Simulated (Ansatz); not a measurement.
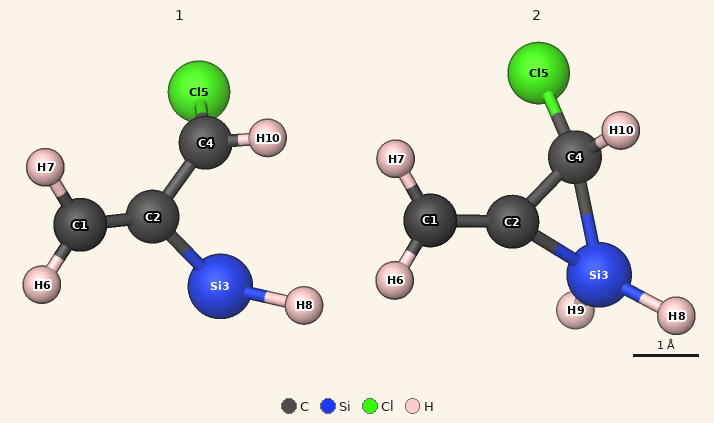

Two geometries of C₃H₅ClSi, drawn at one scale. One is the start of a relaxation, the other its converged end. Style: ball-and-stick. Shown at a tilt.

Theory: RKS PBE-D4/def2-SVP in Ansatz. Set-up: no spin polarisation; force threshold 0.015 eV/Å; at most 40 steps.

**Which of the two is the end point?**

Structure 2 is the relaxed one. The run prepares an end point of a later path (torsion) calculation, from a guessed geometry. The energy falls by 181.8 kJ/mol in 11 accepted moves (14 points after the start). Largest force component: 4.8 eV/Å at the start, 0.0084 eV/Å at the end. The line search rejected the trial steps at points 7, 9, 13 of the run. The atom that moves furthest after the best rigid fit is Cl5 (0.53 Å). By element the largest moves are Cl 0.53 Å, H 0.44 Å, Si 0.38 Å, C 0.38 Å. Some distances before and after: Si3–C4 2.330 → 1.910 Å, C2–Si3 1.700 → 1.852 Å, Si3–Cl5 3.208 → 3.328 Å, C4–H10 1.027 → 1.108 Å. Among the angles between lasting bonds that change: Si3–C2–C4 96.3° → 68.7°, C1–C2–Si3 134.4° → 149.5°, C2–C4–H10 124.5° → 115.1°.
